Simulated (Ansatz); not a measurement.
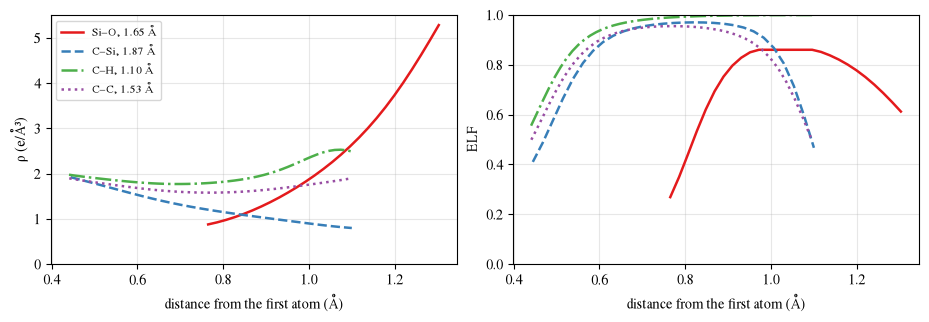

Figure 1: C$_{3}$H$_{12}$OSi$_{2}$. Electron density and electron localisation function along straight lines between neighbouring atoms. The curves leave out the atomic cores.

Geometry: B3LYP-D3(BJ)/def2-SVP.

The calculation used Ansatz 0.2.0, isolated molecule in a Gaussian basis; Kohn-Sham density functional theory, functional PBE0.

```yaml
atoms:
  - { symbol: C, position_ang: [0.9731, -0.7809, -1.9070] }
  - { symbol: C, position_ang: [0.4323, -0.2843, -0.5594] }
  - { symbol: C, position_ang: [-1.4597, -0.7637, 1.8583] }
  - { symbol: O, position_ang: [-0.3699, -2.9261, 0.3086] }
  - { symbol: Si, position_ang: [-0.9330, -1.3580, 0.1628] }
  - { symbol: Si, position_ang: [-0.1677, -4.3999, -0.4147] }
  - { symbol: H, position_ang: [1.7585, -0.1186, -2.3059] }
  - { symbol: H, position_ang: [0.1749, -0.8378, -2.6660] }
  - { symbol: H, position_ang: [1.4099, -1.7886, -1.8153] }
  - { symbol: H, position_ang: [1.2479, -0.2248, 0.1840] }
  - { symbol: H, position_ang: [0.0376, 0.7441, -0.6563] }
  - { symbol: H, position_ang: [-2.1013, -1.3711, -0.7737] }
  - { symbol: H, position_ang: [-2.2497, -1.4082, 2.2754] }
  - { symbol: H, position_ang: [-0.6069, -0.7751, 2.5563] }
  - { symbol: H, position_ang: [-1.8491, 0.2666, 1.8097] }
  - { symbol: H, position_ang: [1.1916, -4.4959, -1.0233] }
  - { symbol: H, position_ang: [-0.3131, -5.4721, 0.6091] }
  - { symbol: H, position_ang: [-1.1871, -4.6039, -1.4878] }
```

What kind of bonding do the profiles show?

Si–O (1.65 Å): ρ is about 1 e/Å³ halfway; the ELF peaks at about 0.85 between the atoms (a shared but strongly polarised pair).
C–Si (1.87 Å): ρ is about 0.98 e/Å³ halfway; the ELF peaks at about 1 between the atoms: localised, covalent bonding.
C–H (1.10 Å): the density is about 1.9 e/Å³ at the midpoint; the ELF climbs to about 1 towards the hydrogen, as it does in any bond to H; a covalent bond by its length.
C–C (1.53 Å): the density is about 1.6 e/Å³ at the midpoint; the ELF peaks at about 0.95 between the atoms; a covalent bond.
